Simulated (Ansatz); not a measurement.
# In2S (model cell, started as antifluorite): a soft mode frozen in

Which phase does In2S (model cell, started as antifluorite) fall into along its unstable mode, and how much energy does it gain?

Method: DFT PBEsol, scalar-relativistic, plane waves, PAW, in Ansatz 0.2.0.

The structure was built from a prototype and need not be the compound's stable phase.

**1. The structure**

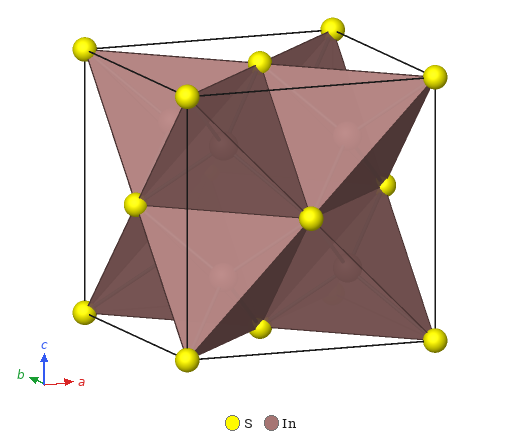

Start, viewed slightly off an axis; sulfur yellow, indium brown. This picture shows the conventional cell, with its axes. Some periodic images of atoms are drawn too.

**2. Phonons on a q mesh**

The cell comes from relaxations at this level that are not shown. Stability and thermal properties need the whole zone. Linear response on a 2×2×2 q mesh gives force constants as far as a supercell of that size would.

The input, input.yaml:

```yaml
crystal:
  lattice:
    - [0.0, 3.4890740757, 3.4890740757]
    - [3.4890740757, 0.0, 3.4890740757]
    - [3.4890740757, 3.4890740757, 0.0]
  atoms:
    - { symbol: S, position: [0.0, 0.0, 0.0] }
    - { symbol: In, position: [0.25, 0.25, 0.25] }
    - { symbol: In, position: [0.75, 0.75, 0.75] }
kpoints:
  mp_grid: { grid: [10, 10, 10] }
hamiltonian:
  xc: pbesol
scf:
  occupations: { method: methfessel_paxton, width: 0.15 }
output:
  eigenvalues: true
phonons:
  method: dfpt
  qmesh: [2, 2, 2]
  temperatures: { t_max: 1000, t_step: 50 }
  qpath:
    path:
      - [[0.0, 0.0, 0.0], [0.5, 0.0, 0.5], [0.625, 0.25, 0.625]]
      - [[0.375, 0.375, 0.75], [0.0, 0.0, 0.0], [0.5, 0.5, 0.5], [0.5, 0.25, 0.75], [0.5, 0.0, 0.5]]
    npoints: 10
```

Command:

```sh
$ ansatz run input.yaml --threads 4 --pin off --max-ram 7168MiB --backend cpu --events-out ev --progress --plain --runs-dir out
```

Numbers of over 12 decimals in the logs are rounded to 6 here.

The log of the run:

```text
Warning: phonons: the dynamical matrix that this run interpolates holds no multipole term above the dipole-dipole one, and a site of this crystal is no centre of inversion, so its interpolated transverse optical and acoustic branches and sound speeds can stay off near Gamma, and the density of states and the thermodynamics with them. What a run solves at a wave vector of phonons.qpoints, Gamma apart, where the deck admits one, is free of this, and under fd what a larger phonons.supercell samples
Engine: ansatz 0.2.0, x86_64-unknown-linux-gnu
Pseudopotentials: kind: paw
Pseudopotential: S, paw, valence charge 6, recommended cutoff 420 eV (normal), S.paw.azcp
Pseudopotential: In, paw, valence charge 13, recommended cutoff 420 eV (normal), In.paw.azcp
Functional definition: PBEsol
  exchange = pbesol_x
  correlation = pbesol_c
Crystal: 3 atoms, lattice volume = 84.949 Å³
Basis set: ecut = 420 eV, 1639 PW (Γ), exchange–correlation on 72×72×72 points (8 copies of the dense FFT grid, shifted against one another)
Bands: 20, of which v1, the nominal top of the filled ones, is band 16 counted from 1 (15 counted from 0)
Symmetry: 48 space group operations
k-points: 47 of 1000
Non-local potential: S, projectors of the file, l = 0: 2, l = 1: 2, l = 2: 2
Non-local potential: In, projectors of the file, l = 0: 2, l = 1: 2, l = 2: 2, l = 3: 2
PAW form: soft (Blöchl's): semilocal exchange-correlation on the pseudo side does not see the compensation charge
PAW frozen core: S, regenerated for the run's functional, and the local potential with it (the file was generated under x = pbe(κ = 0.804, μ = 0.219515), c = pbe(β = 0.066725))
PAW frozen core: In, regenerated for the run's functional, and the local potential with it (the file was generated under x = pbe(κ = 0.804, μ = 0.219515), c = pbe(β = 0.066725))
PAW one-centre angular grid: S, 110 points (default); XC on 64 Gauss nodes
PAW one-centre angular grid: In, 590 points (default); XC on 64 Gauss nodes
Initial density: superposition of atomic densities (neutral atoms: chi_scale 0, normalization atom), corrected by the library's trained network
Initial wavefunctions: pseudopotential atomic-orbital guess
Functional: x = pbesol(κ = 0.804, μ = 0.123457), c = pbesol(β = 0.046)
SCF iter   1: F=—  HF=-11935.738572 eV  |F-HF|=—  |Δ(HF+E_count)|=         —  Δρ=4.09e-3  dr2=2.52e-2  ethr=1.77e-3  ⟨swp⟩=5.2  Hψ=4302  notcnv=0
preconditioner: auto → Kerker (q_TF=auto, 2.319 Å⁻¹)  [metal: Δε(μ)=0.072 eV  Ē_g=13.265 eV  σ=0.150 eV  W_gap=0.39  n_scr=14 (ndim 8)  ℏωp=22.8 eV  f_vac=0.034  D(μ)=0.63/eV (n_scr^D=0)]
SCF iter   2: F=—  HF=-11935.730634 eV  |F-HF|=—  |Δ(HF+E_count)|=   7.94e-3  S|Δr|=    0.00e0  Δρ=1.65e-3  dr2=3.15e-3  ethr=7.87e-5  ⟨swp⟩=1.1  Hψ=1319  notcnv=0
SCF iter   3: F=—  HF=-11935.730196 eV  |F-HF|=—  |Δ(HF+E_count)|=   4.38e-4  S|Δr|=    0.00e0  Δρ=4.26e-4  dr2=1.93e-4  ethr=9.86e-6  ⟨swp⟩=2.2  Hψ=1694  notcnv=0
SCF iter   4: F=—  HF=-11935.730278 eV  |F-HF|=—  |Δ(HF+E_count)|=   8.26e-5  S|Δr|=    0.00e0  Δρ=2.28e-4  dr2=8.17e-5  ethr=6.04e-7  ⟨swp⟩=2.2  Hψ=1091  notcnv=0
SCF iter   5: F=—  HF=-11935.730362 eV  |F-HF|=—  |Δ(HF+E_count)|=   8.42e-5  S|Δr|=    0.00e0  Δρ=8.14e-5  dr2=1.56e-5  ethr=2.55e-7  ⟨swp⟩=2.0  Hψ=1165  notcnv=0
SCF iter   6: F=—  HF=-11935.730381 eV  |F-HF|=—  |Δ(HF+E_count)|=   1.82e-5  S|Δr|=    0.00e0  Δρ=2.28e-5  dr2=9.13e-7  ethr=4.86e-8  ⟨swp⟩=2.0  Hψ=1164  notcnv=0
SCF iter   7: F=—  HF=-11935.730375 eV  |F-HF|=—  |Δ(HF+E_count)|=   5.09e-6  S|Δr|=    0.00e0  Δρ=4.58e-6  dr2=1.60e-8  ethr=2.85e-9  ⟨swp⟩=2.0  Hψ=1141  notcnv=0
SCF iter   8: F=—  HF=-11935.730375 eV  |F-HF|=—  |Δ(HF+E_count)|=   1.40e-8  S|Δr|=    0.00e0  Δρ=7.47e-7  dr2=3.37e-10  ethr=5.01e-11  ⟨swp⟩=2.0  Hψ=1210  notcnv=0
SCF iter   9: F=—  HF=-11935.730375 eV  |F-HF|=—  |Δ(HF+E_count)|=   1.14e-9  S|Δr|=    0.00e0  Δρ=1.69e-7  dr2=1.63e-11  ethr=1.05e-12  ⟨swp⟩=2.2  Hψ=1518  notcnv=0
SCF iter  10: F=-11935.730375 eV  HF=-11935.730375 eV  |F-HF|=7.28e-12  |Δ(HF+E_count)|=  2.73e-11  S|Δr|=    0.00e0  Δρ=1.91e-8  dr2=2.38e-13  ethr=1.00e-12  ⟨swp⟩=5.1  Hψ=4026  notcnv=0
SCF 1 converged in 10 iterations: F = -11935.730375 eV  dr2 = 2.38e-13
  greatest PAW one-centre occupation: 0.983 electrons in one spin orbital (limit 2), on the In atom at site 2 (counted from 0), in its partial waves of l = 2
Initial density: read from a saved state, or passed on in memory by an earlier SCF of this step, an earlier step, the calling program or the single point that the run made first
iter 1 solved again at ethr=2.86e-7 eV; its pass at ethr=3.10e-3 eV (dr2=9.16e-5 eV) is discarded
SCF iter   1: F=—  HF=-11935.730373 eV  |F-HF|=—  |Δ(HF+E_count)|=         —  Δρ=1.83e-6  dr2=1.44e-9  ethr=2.86e-7  ⟨swp⟩=2.4  Hψ=6477  notcnv=0
eigensolver tolerance schedule: the retry pair's looser diagonalisation over-reported the residual by 63774.59 of it (diagonalisation noise at an unbounded share of the residual, at the tolerance the schedule requests for it); recorded, not acted on — ethr = c·dr2/N_el stays at c = 1.0e-1
preconditioner: auto → Kerker (q_TF=auto, 2.319 Å⁻¹)  [metal: Δε(μ)=0.052 eV  Ē_g=13.300 eV  σ=0.150 eV  W_gap=0.28  n_scr=14 (ndim 8)  ℏωp=22.8 eV  f_vac=0.042  D(μ)=0.69/eV (n_scr^D=0)]
SCF iter   2: F=—  HF=-11935.730375 eV  |F-HF|=—  |Δ(HF+E_count)|=   2.36e-6  S|Δr|=    0.00e0  Δρ=1.26e-6  dr2=7.59e-10  ethr=4.49e-12  ⟨swp⟩=3.6  Hψ=2459  notcnv=0
SCF iter   3: F=—  HF=-11935.730375 eV  |F-HF|=—  |Δ(HF+E_count)|=  3.27e-10  S|Δr|=    0.00e0  Δρ=7.51e-7  dr2=2.60e-10  ethr=2.37e-12  ⟨swp⟩=2.0  Hψ=1494  notcnv=0
SCF iter   4: F=—  HF=-11935.730375 eV  |F-HF|=—  |Δ(HF+E_count)|=  1.35e-10  S|Δr|=    0.00e0  Δρ=3.53e-7  dr2=5.41e-11  ethr=1.00e-12  ⟨swp⟩=2.8  Hψ=1538  notcnv=0
SCF iter   5: F=—  HF=-11935.730375 eV  |F-HF|=—  |Δ(HF+E_count)|=  5.46e-12  S|Δr|=    0.00e0  Δρ=2.91e-7  dr2=3.68e-11  ethr=1.00e-12  ⟨swp⟩=1.0  Hψ=940  notcnv=0
SCF iter   6: F=-11935.730375 eV  HF=-11935.730375 eV  |F-HF|=1.82e-12  |Δ(HF+E_count)|=  2.00e-11  S|Δr|=    0.00e0  Δρ=1.29e-7  dr2=7.12e-12  ethr=1.00e-12  ⟨swp⟩=1.0  Hψ=2068  notcnv=0
SCF 2 converged in 6 iterations: F = -11935.730375 eV  dr2 = 7.12e-12
phonons: the bands overlap, so this run is a metal and interpolates without the dipole-dipole term. If the crystal is really an insulator or semiconductor, its LO-TO splitting is missing
NSCF: frozen V_eff on 47 k-points
NSCF: frozen V_eff on 102 k-points
DFPT response loops at q = (0, 0, 0) (fractional): preconditioner auto → Kerker (q_TF=auto, 2.319 Å⁻¹) (partly filled bands, converged f_vac=0.042); β = 1.00, the filter's whole step (`scf.mixing.beta` (0.50) is not read by the response loops under this deck's `scf.mixing.preconditioner`; to damp them name `kerker` or `kerker_dos`, under which they read `scf.mixing.beta`, and type it under 1.00, their step now; both keys bind the ground state too); Broyden in place of MSR1
NSCF: frozen V_eff on 564 k-points
DFPT response loops at q = (0, 0, -0.5) (fractional): mixed as the last ones told, above
NSCF: frozen V_eff on 342 k-points
DFPT response loops at q = (0, -0.5, -0.5) (fractional): mixed as the last ones told, above
SCF converged after 10 iterations
Stability not checked: this state was not tested for a lower state beside it, because cold or Methfessel-Paxton smearing, or corrected tetrahedra, fill the levels in a way that the test cannot read (fill_not_monotonic; see scf.lower_state_search)
Free energy (F): -11935.730375 eV
Harris-Foulkes:  -11935.730375 eV  (|F-HF|=7.28e-12)
Internal energy: -11935.729741 eV  (E = F + TS)
E sigma→0 (E₀):  -11935.730217 eV
Entropy (-TS):   -0.000634 eV (-0.211 meV/atom)
Fermi energy:    7.432970 eV
Step filling:    the computed levels leave a gap of 0.0522 eV = 0.3 smearing widths at the electron count; against every level under it full and every level over it empty, smearing changes F+E_penalty+E_count by +0.252 meV and its σ→0 estimate by +0.411 meV
--- Per-component energies (eV) ---
  E_band       = -115.223994
  E_kinetic    = 585.137893
  E_local      = -2640.752872  (includes V_loc(G=0)·N_el)
  E_nonlocal   = 763.763271
  E_hartree    = 1029.774849
  E_xc         = -523.855886
  E_vxc        = -287.253060  (∫ρ·V_xc dr)
  E_paw        = -8742.937674  (= ΣΔE_a)
  E_vpaw       = -595.668977  (= ΣTr[D̂ρ^β])
  E_aug_tail   = 0.000052  (compensation charges beyond the density's cutoff)
  E_ewald      = -2407.393128
  E_core_change = 0.533754  (= ΣΔE_core)
  E_smearing   = -0.000634  (= −TS)
  E_closure    = -0.000000  (closes the sum)
  Σ components = -11935.730375   (vs F -11935.730375, Δ=0.00e0)
--- Band table (eV; the first three rows and the last of 47) ---
  k-point 0: bands = [... 12 lower, 4.4537, 4.4537, 4.4537, 6.4965, 7.8604, 7.8604, 7.8604, 12.4343]
  k-point 1: bands = [... 12 lower, 4.3980, 4.3980, 4.4684, 6.0423, 7.9846, 7.9846, 8.6340, 11.9524]
  k-point 2: bands = [... 12 lower, 4.1225, 4.2675, 4.2675, 6.0691, 8.2732, 8.2732, 9.6566, 11.4460]
  k-point 46: bands = [... 12 lower, 1.6815, 2.9957, 5.9988, 7.0590, 7.3402, 8.5855, 10.8945, 11.5588]
--- Phonons (Γ-DFPT): 2 representative perturbations + reference (Σ response iterations 6) ---
  ASR residual: 4.203e-5 → 0.000e0 eV/Å²; symmetrization residual: 3.548e-6 eV/Å²
  ASR residual per site (eV/Å²): 1.03e-5 4.20e-5 4.20e-5
  Γ frequencies (cm⁻¹): 0.00 0.00 0.00 80.55 80.55 80.55 119.76 119.76 119.76
--- Phonons (arbitrary-q DFPT): 3 irreducible q on the 2×2×2 mesh ---
  q = [0.0000, 0.0000, 0.0000] (star 1, of the zone-centre solve; hermiticity 4.08e-6, symmetrization 7.23e-12): -0.00 -0.00 0.00 80.55 80.55 80.55 119.76 119.76 119.76
  q = [0.0000, 0.0000, -0.5000] (star 4, 2 solved perturbations on 282 of 1000 k-point pairs; hermiticity 3.98e-6, symmetrization 8.36e-12): -119.58 -52.21 -52.21 61.76 61.76 70.67 78.71 101.11 101.11
  q = [0.0000, -0.5000, -0.5000] (star 3, 4 solved perturbations in 546 linear systems a pass and spin channel, the states on 171 of 1000 k-point pairs; hermiticity 6.23e-6, symmetrization 2.83e-12): -131.30 -131.30 34.55 39.39 39.39 59.41 84.70 100.97 100.97
  sum rule: each row above includes the acoustic sum rule's correction from the zone centre's row sums; it moved no ω² by more than (0.32 cm⁻¹)²
  mesh force constants: q→R imaginary residual 4.62e-17; ASR residual 4.203e-5 → 0.000e0 eV/Å²; symmetrization residual 1.776e-15 eV/Å²
  interpolated dispersion: 62 rows × 9 modes
  density of states and harmonic sums: on the 16×16×16 q-mesh, interpolated from the force constants of a 2×2×2 supercell (no non-analytic term)
  largest difference from the sums on the solved wave vectors: F 1.83e-2 eV, S 3.19e-5 and C_V 1.36e-5 eV/K
  zero-point energy: 0.028854 eV/cell   skipped modes (ω ≤ 0): 394, of them read as no rigid motion or as one in doubt: 391 (2.782e0 modes/cell left out, lowest -131.30 cm⁻¹)   left out of the sums: 3.09e-1 of the cell's modes: C_V's classical limit lies that fraction below 3 k_B per atom; for a crystal, a wire or a layer, F and S can be off by more, and a phonons.interpolated_qmesh denser along its periods is the remedy for the sampling
```

Wall time 48 s (4 threads of Intel Xeon 6975P-C (Granite Rapids), shared host); peak memory 1.5 GiB.

Numbers from this step:

| Property | Result |
| --- | --- |
| volume per atom | 28.32 Å³ |
| gap on the k-mesh | 0 eV |
| sum-rule residual before enforcement | 4.20e-5 eV/Å² |
| lowest frequency on the path | -131.3 cm⁻¹ |
| point group | m-3m |
| highest frequency on the path or at a solved wavevector | 119.8 cm⁻¹ |
| highest optical mode at the zone centre (no LO-TO term) | 119.8 cm⁻¹ |
| lowest optical zone-centre mode | 80.55 cm⁻¹ |
| lowest mode on the q mesh (acoustic modes at Γ apart) | -131.3 cm⁻¹ |

Frequencies (cm⁻¹) solved at each irreducible wavevector; negative means imaginary. Frequencies by wavevector, by row:

| q in reciprocal lattice units | star | mode 1 | mode 2 | mode 3 | mode 4 | mode 5 | mode 6 | mode 7 | mode 8 | mode 9 |
| --- | --- | --- | --- | --- | --- | --- | --- | --- | --- | --- |
| 0 0 0 | 1 | 0 | 0 | 0 | 80.5 | 80.5 | 80.5 | 119.8 | 119.8 | 119.8 |
| 0 0 -0.5 | 4 | -119.6 | -52.2 | -52.2 | 61.8 | 61.8 | 70.7 | 78.7 | 101.1 | 101.1 |
| 0 -0.5 -0.5 | 3 | -131.3 | -131.3 | 34.5 | 39.4 | 39.4 | 59.4 | 84.7 | 101 | 101 |

Interpolated from a 2×2×2 q mesh. Phonon branches along the path, in cm⁻¹:

| point | branch 1 | branch 2 | branch 3 | branch 4 | branch 5 | branch 6 | branch 7 | branch 8 | branch 9 |
| --- | --- | --- | --- | --- | --- | --- | --- | --- | --- |
| Γ | 0 | 0 | 0 | 80 | 80 | 80 | 120 | 120 | 120 |
| X | -131 | -131 | 35 | 39 | 39 | 59 | 85 | 101 | 101 |
| U | -128 | -109 | -55 | 35 | 47 | 72 | 87 | 93 | 98 |
| jump to K | -128 | -109 | -55 | 35 | 47 | 72 | 87 | 93 | 98 |
| Γ | 0 | 0 | 0 | 80 | 80 | 80 | 120 | 120 | 120 |
| L | -120 | -52 | -52 | 62 | 62 | 71 | 79 | 101 | 101 |
| W | -130 | -88 | -88 | 32 | 43 | 84 | 84 | 88 | 98 |
| X | -131 | -131 | 35 | 39 | 39 | 59 | 85 | 101 | 101 |

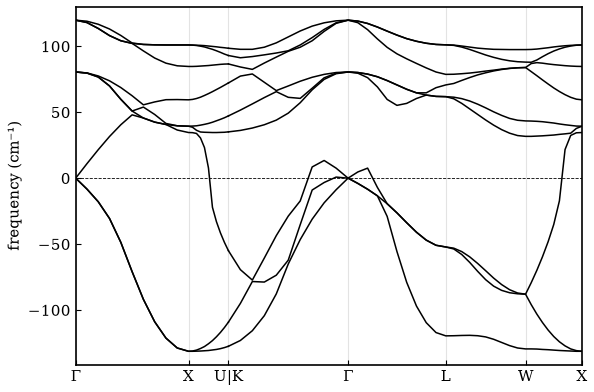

Phonon branches along the path.

Symmetry leaves 3 wavevectors to solve. The lowest mode among them, the acoustic zeros apart, lies at q = (0, -0.5, -0.5) and is imaginary, 131.3i cm⁻¹, so the energy falls along it.

**3. The mode frozen in, largest atomic shift 0 Å**

The mode followed lies at q = (0, -0.5, -0.5) with frequency 131.3i cm⁻¹ and is 2-fold degenerate, the softest among the wavevectors solved. At small amplitude the distorted cell has space group no. 11 by a symmetry search on the positions. The undistorted cell that holds it gives the zero of energy on the same k mesh.

System of this step: In2S (model cell, started as antifluorite). Symmetry: Fm-3m, No. 225, cubic system. Conventional cell: a = 6.978 Å, b = 6.978 Å, c = 6.978 Å, α = 90.00°, β = 90.00°, γ = 90.00°. Nearest to S lie 8 In at 3.02 Å. In has 4 S at 3.02 Å nearest. Farther neighbours and most contacts between anions are not listed.

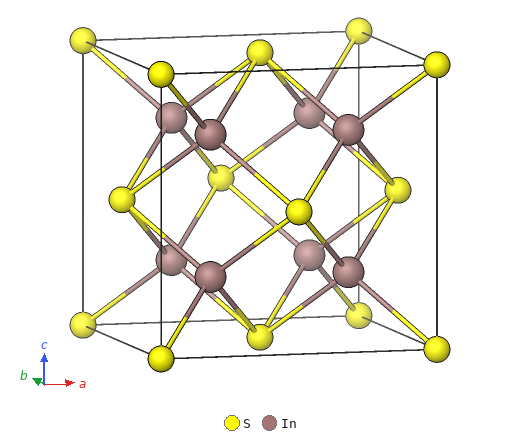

The cell of this step (sulfur yellow, indium brown). Some periodic images of atoms are drawn too.

The input, input.yaml:

```yaml
crystal:
  lattice:
    - [0.0, -3.4890740757, -3.4890740757]
    - [0.0, 3.4890740757, -3.4890740757]
    - [6.9781481514, 0.0, 0.0]
  atoms:
    - { symbol: S, position: [0.5, 0.5, 0.5] }
    - { symbol: S, position: [0.0, 0.0, 0.0] }
    - { symbol: In, position: [0.0, 0.5, 0.75] }
    - { symbol: In, position: [0.5, 0.0, 0.25] }
    - { symbol: In, position: [1.0, 0.5, 0.25] }
    - { symbol: In, position: [0.5, 0.0, 0.75] }
kpoints:
  mp_grid: { grid: [6, 6, 6] }
hamiltonian:
  xc: pbesol
scf:
  occupations: { method: methfessel_paxton, width: 0.15 }
output:
  forces: true
  stress: true
  eigenvalues: true
```

The log of the run:

```text
[...]
Crystal: 6 atoms, lattice volume = 169.899 Å³
Basis set: ecut = 420 eV, 3299 PW (Γ), exchange–correlation on 72×72×96 points (8 copies of the dense FFT grid, shifted against one another)
Bands: 39, of which v1, the nominal top of the filled ones, is band 32 counted from 1 (31 counted from 0)
Symmetry: 32 space group operations
[...]
k-points: 40 of 216
[...]
k-point 0: bands = [... 28 lower, 4.4613, 4.4613, 6.1481, 6.4956, 7.8595, 7.8595, 7.8627, 7.9771, ... 3 higher]
  k-point 1: bands = [... 28 lower, 4.3470, 4.6392, 5.9677, 6.1496, 7.9824, 8.0085, 8.0085, 8.5928, ... 3 higher]
  k-point 2: bands = [... 28 lower, 4.2342, 5.0815, 5.2404, 6.0053, 8.2157, 8.4011, 8.4011, 9.5618, ... 3 higher]
  k-point 39: bands = [... 28 lower, 6.5673, 6.5673, 6.5673, 6.5673, 7.7188, 7.7188, 8.1616, 8.1616, ... 3 higher]
[key lines of the parts left out:]
SCF converged after 6 iterations
Free energy (F): -23871.465250 eV
Fermi energy:    7.376641 eV
P = ⅓ Tr σ = 0.0324 GPa (0.324 kbar)
```

It took 2.6 s on 4 threads; peak memory 0.63 GiB.

Numbers from this step:

```
pressure                         : 0.03238 GPa
energy from the undistorted cell : 0 meV/atom
```

The run ends at a pressure of 0.03 GPa.

**4. The mode frozen in, largest atomic shift 0.6 Å**

The atoms are moved along the unstable eigenvector, the largest shift by 0.6 Å, with the cell fixed.

input.yaml, the sections that differ from step 3:

```yaml
crystal:
  lattice:
    - [0.0, -3.4890740757, -3.4890740757]
    - [0.0, 3.4890740757, -3.4890740757]
    - [6.9781481514, 0.0, 0.0]
  atoms:
    - { symbol: S, position: [0.5710905308, 0.5986518367, 0.5] }
    - { symbol: S, position: [-0.0710905308, -0.0986518367, 0.0] }
    - { symbol: In, position: [0.0091289624, 0.4873318022, 0.75] }
    - { symbol: In, position: [0.4908710376, 0.0126681978, 0.25] }
    - { symbol: In, position: [1.0091289624, 0.4873318022, 0.25] }
    - { symbol: In, position: [0.4908710376, 0.0126681978, 0.75] }
# kpoints, hamiltonian, scf, output: as in step 3
```

The log of the run:

```text
[...]
Crystal: 6 atoms, lattice volume = 169.899 Å³
Basis set: ecut = 420 eV, 3299 PW (Γ), exchange–correlation on 72×72×96 points (8 copies of the dense FFT grid, shifted against one another)
Bands: 39, of which v1, the nominal top of the filled ones, is band 32 counted from 1 (31 counted from 0)
Symmetry: 4 space group operations
[...]
k-points: 80 of 216
[...]
k-point 0: bands = [... 28 lower, 4.5122, 5.9362, 6.2478, 6.2586, 6.3723, 7.3044, 7.9270, 10.0868, ... 3 higher]
  k-point 1: bands = [... 28 lower, 4.5453, 5.6574, 5.8416, 5.8875, 7.1333, 7.9184, 8.1038, 9.9619, ... 3 higher]
  k-point 2: bands = [... 28 lower, 4.8247, 5.3009, 5.5512, 5.6197, 8.0780, 8.5102, 8.8360, 9.6699, ... 3 higher]
  k-point 79: bands = [... 28 lower, 5.4501, 5.4501, 6.4743, 6.4743, 7.6040, 7.6040, 9.4133, 9.4133, ... 3 higher]
[key lines of the parts left out:]
SCF converged after 7 iterations
Free energy (F): -23871.897850 eV
Fermi energy:    7.217471 eV
P = ⅓ Tr σ = -0.1976 GPa (-1.976 kbar)
```

Wall time 5.2 s (4 threads); peak memory 0.78 GiB.

Numbers from this step:

| Item | Value |
| --- | --- |
| pressure | -0.1976 GPa |
| energy from the undistorted cell | -72.21 meV/atom |

The energy, extrapolated to zero smearing, is -72.21 meV/atom against the undistorted cell.

The run ends at a pressure of -0.20 GPa, with forces up to 0.48 eV/Å.

**5. Energy along the mode, all amplitudes (two of the runs are shown above)**

An imaginary frequency means negative curvature, so the energy should fall and then rise again as anharmonic terms take over.

Numbers from this step:

```yaml
depth_at_the_lowest_point_sampled: 72.21 meV/atom
largest_atomic_shift_at_that_point: 0.6 Å
```

Energy from the parent against largest atomic shift:

| largest atomic shift (Å) | energy from the parent (meV/atom) |
| --- | --- |
| 0.000 | 0 |
| 0.040 | -0.601 |
| 0.080 | -2.39 |
| 0.140 | -7.10 |
| 0.220 | -16.3 |
| 0.320 | -30.9 |
| 0.450 | -51.9 |
| 0.600 | -72.2 |

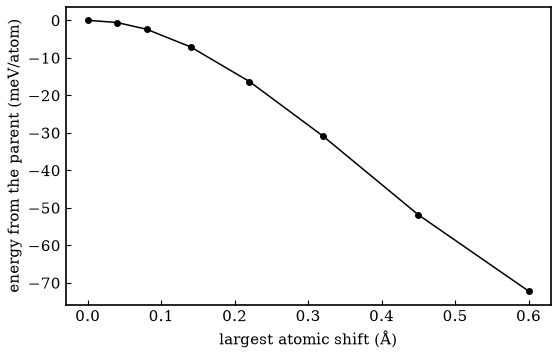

Energy from the parent against largest atomic shift.

Displacement at unit largest shift by atom:

| atom | x (Å) | y (Å) | z (Å) | size |
| --- | --- | --- | --- | --- |
| S1 | 0.000 | 0.160 | -0.987 | 1.000 |
| S2 | 0.000 | -0.160 | 0.987 | 1.000 |
| In3 | 0.000 | -0.127 | 0.021 | 0.129 |
| In4 | 0.000 | 0.127 | -0.021 | 0.129 |
| In5 | 0.000 | -0.127 | 0.021 | 0.129 |
| In6 | 0.000 | 0.127 | -0.021 | 0.129 |

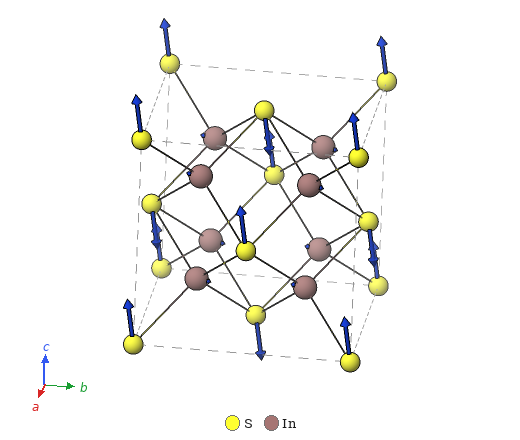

Displacement at unit largest shift as arrows, the longest 1.000 Å. Some periodic images of atoms are drawn too.

The lowest of the steps tried is the last one, at 0.6 Å, 72.2 meV/atom below the parent; the bottom of the well need not coincide with a step.

(Part 1 of 3 ends here.)

[Logs are printed without paths, hosts, clocks, repeated set-up lines and the standing remarks that a program may print on its own settings, such as how far it seeks lower states.]

[Hosts, paths, dates, database ids (printed as entryN), source tags and the programs' standing remarks are cut or masked in the printed files.]
